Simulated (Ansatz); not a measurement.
**C2H8B2: atomisation energy from a Python script**

A script is to give an atomisation energy; the system is C2H8B2.

All numbers are computed with the Python package of Ansatz 0.2.0. Level of theory: MP2/pcseg-2.

### Step 1. Starting point

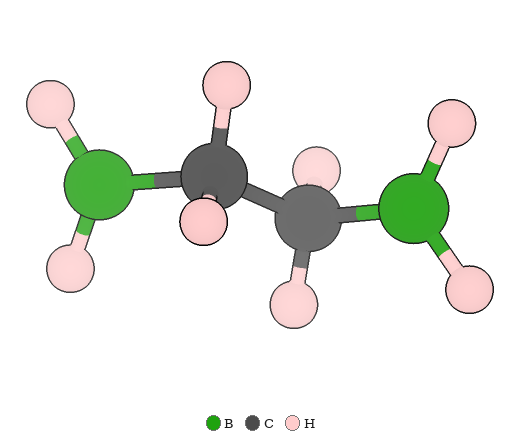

The structure that the script starts from, seen from a chosen angle (boron green, carbon dark grey, hydrogen pink).

The script reads c2h8b2.xyz:

```xyz
12

B    -0.68750    1.78580   -0.28610
C    -0.67530    0.23640   -0.29510
C     0.62350   -0.25010    0.27350
B     0.79480   -1.83240    0.28740
H    -0.86060    2.41010   -1.33320
H    -0.66540    2.44500    0.71710
H    -0.76030   -0.11730   -1.33620
H    -1.48210   -0.12520    0.30650
H     0.77580    0.12410    1.37540
H     1.50770    0.13130   -0.29660
H     0.63990   -2.44120   -0.70420
H     0.86660   -2.42170    1.32550
```

### Step 2. Script

File tae_c2h8b2.py:

```python
"""Atomisation energy of C2H8B2 at the given geometry."""

from collections import Counter

import ansatz

BASIS = "pcseg-2"
LEVEL = "mp2"


def total_energy(molecule, charge=0, unpaired=0):
    calc = molecule.calculation().basis(gaussian=BASIS).correlation(LEVEL)
    if charge:
        calc = calc.charge(charge)
    if unpaired:
        calc = calc.spin("collinear", total=unpaired)
    return calc.run(threads=1, backend="cpu").report["free_energy_ev"]


def main() -> None:
    mol = ansatz.Crystal.molecule_from_extxyz("c2h8b2.xyz")

    # Hund ground states
    unpaired = {"B": 1, "C": 2, "H": 1}
    counts = Counter(site.symbol for site in mol.cartesian_sites)
    atom_energy = {s: total_energy(ansatz.Crystal.molecule().atom(s, (0, 0, 0)), 0, unpaired[s]) for s in counts}
    whole = total_energy(mol, 0, 0)
    for s, e in atom_energy.items():
        print(f"{s:2s} x{counts[s]}  {e:14.5f} eV")
    print(f"C2H8B2: {whole:.5f} eV")
    split = sum(counts[s] * e for s, e in atom_energy.items()) - whole
    print(f"atomisation energy (no zero-point term): {23.060548 * split:.1f} kcal/mol, {split / sum(counts.values()):.3f} eV an atom")


if __name__ == "__main__":
    main()
```

### Step 3. What the engine is handed

The engine receives this input (first run):

```yaml
crystal:
  periodic: [false, false, false]
  atoms:
    - { symbol: B, position_ang: [0.0, 0.0, 0.0] }
basis:
  gaussian:
    orbitals: pcseg-2
magnetization:
  spin_polarized: true
  initial_magnetization: 1.0
correlation:
  method: mp2
```

### Step 4. Launch

Run with:

```bash
python tae_c2h8b2.py
```

Standard output:

```text
B  x2      -668.61027 eV
C  x2     -1027.32339 eV
H  x8       -13.60238 eV
C2H8B2: -3545.39906 eV
atomisation energy (no zero-point term): 1031.1 kcal/mol, 3.726 eV an atom
```

It took 12 s on 1 thread of Arm Neoverse N1, shared host; peak memory 0.52 GiB.

### Step 5. Inputs of later runs

The engine's inputs for the other runs:

Run 2, against run 1:

```diff
@@ -4 +4 @@
-    - { symbol: B, position_ang: [0.0, 0.0, 0.0] }
+    - { symbol: C, position_ang: [0.0, 0.0, 0.0] }
@@ -10 +10 @@
-  initial_magnetization: 1.0
+  initial_magnetization: 2.0
```

Run 3, against run 1:

```diff
@@ -4 +4 @@
-    - { symbol: B, position_ang: [0.0, 0.0, 0.0] }
+    - { symbol: H, position_ang: [0.0, 0.0, 0.0] }
```

Run 4, against run 1:

```diff
@@ -4 +4,12 @@
-    - { symbol: B, position_ang: [0.0, 0.0, 0.0] }
+    - { symbol: B, position_ang: [-0.6875, 1.7858, -0.2861] }
+    - { symbol: C, position_ang: [-0.6753, 0.2364, -0.2951] }
+    - { symbol: C, position_ang: [0.6235, -0.2501, 0.2735] }
+    - { symbol: B, position_ang: [0.7948, -1.8324, 0.2874] }
+    - { symbol: H, position_ang: [-0.8606, 2.4101, -1.3332] }
+    - { symbol: H, position_ang: [-0.6654, 2.445, 0.7171] }
+    - { symbol: H, position_ang: [-0.7603, -0.1173, -1.3362] }
+    - { symbol: H, position_ang: [-1.4821, -0.1252, 0.3065] }
+    - { symbol: H, position_ang: [0.7758, 0.1241, 1.3754] }
+    - { symbol: H, position_ang: [1.5077, 0.1313, -0.2966] }
+    - { symbol: H, position_ang: [0.6399, -2.4412, -0.7042] }
+    - { symbol: H, position_ang: [0.8666, -2.4217, 1.3255] }
@@ -8,3 +18,0 @@
-magnetization:
-  spin_polarized: true
-  initial_magnetization: 1.0
```

### Step 6. What each run gave

From the records of these 4 runs:

| run | system | unpaired or total moment | energy (eV) | <S²> | iterations in all | CPU time (s) |
| --- | --- | --- | --- | --- | --- | --- |
| 1 | B | 1 | -668.6103 | 0.76 | 71 | 0.19 |
| 2 | C | 2 | -1027.3234 | 2.01 | 32 | 0.11 |
| 3 | H | 1 | -13.6024 | 0.75 | 10 | 0.02 |
| 4 | C2H8B2 | not set | -3545.3991 | 0.00 | 12 | 11 |

Totals carry meaning only in balanced differences at one level of theory.

### Step 7. Outcome

| quantity | value |
| --- | --- |
| atomisation energy, no zero point | 1031.1 kcal/mol |
| runs compared | 4 |

Zero-point motion and spin-orbit terms of the atoms are left out, and both would lower it. 1031.1 kcal/mol from the electronic energies, without the zero-point term. The geometry is a force-field or estimated start, not a minimum of this method, and the basis set is short of its limit. All parts are taken at fixed geometry, without zero-point energy.
